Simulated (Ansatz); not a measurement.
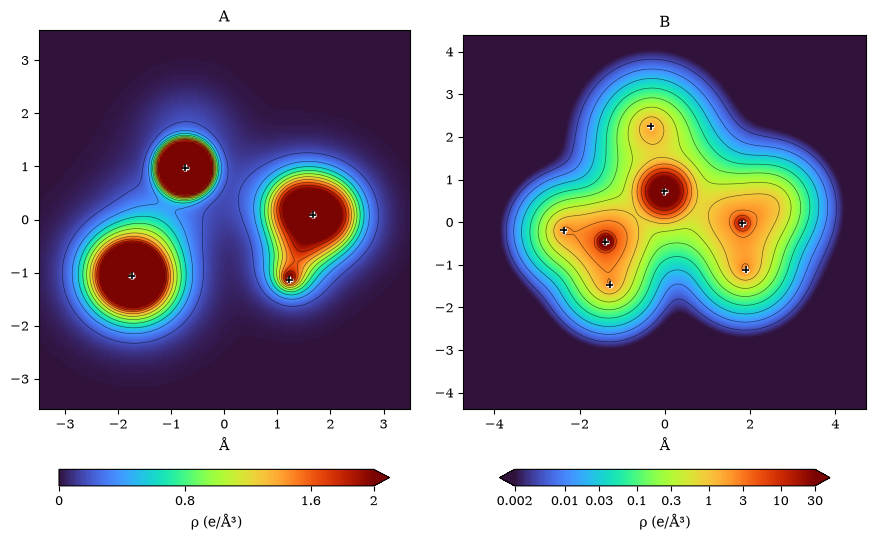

The total electron density of 2 systems, each on a plane through atoms (crosses mark nuclei in the plane).

Theory: RKS B3LYP/def2-SVP (Ansatz).

System 1: CH$_{5}$BrGaN, the plane of atoms Ga2, N1 and H5. 

| atom | x (Å) | y (Å) | z (Å) |
| --- | --- | --- | --- |
| N | -0.3229 | 1.6348 | -0.6227 |
| Ga | 0.5390 | 0.0346 | -0.7065 |
| C | -0.0890 | -1.3971 | 0.5238 |
| Br | 1.2563 | -1.4465 | 1.9892 |
| H | -0.0308 | 2.4596 | -1.1367 |
| H | -1.0821 | 1.8485 | 0.0161 |
| H | 1.7303 | -0.1281 | -1.7027 |
| H | -1.0553 | -1.2030 | 1.0062 |
| H | -0.0939 | -2.4058 | 0.0923 |

System 2: AlBrClF$_{2}$H, the plane of atoms Br2, Al1 and Cl6. 

| atom | x (Å) | y (Å) | z (Å) |
| --- | --- | --- | --- |
| Al | -0.3954 | -0.4850 | -0.5046 |
| Br | 1.5859 | -1.4769 | -0.0351 |
| F | -0.5670 | 0.2836 | -1.9639 |
| F | -1.7590 | -1.0497 | 0.2512 |
| H | 1.1500 | 1.1359 | 1.3032 |
| Cl | -0.0144 | 1.5920 | 0.9492 |

Question: Which map belongs to which system?

Answer: Panel A is system 2, AlBrClF$_{2}$H: the plane holds Al, Br, H and Cl. Al–Br (2.26 Å): the density is about 0.65 e/Å³ at the midpoint. Panel B is system 1, CH$_{5}$BrGaN: the plane holds N, Ga, C and H. Ga–N (1.82 Å): the density is about 0.89 e/Å³ at the midpoint.
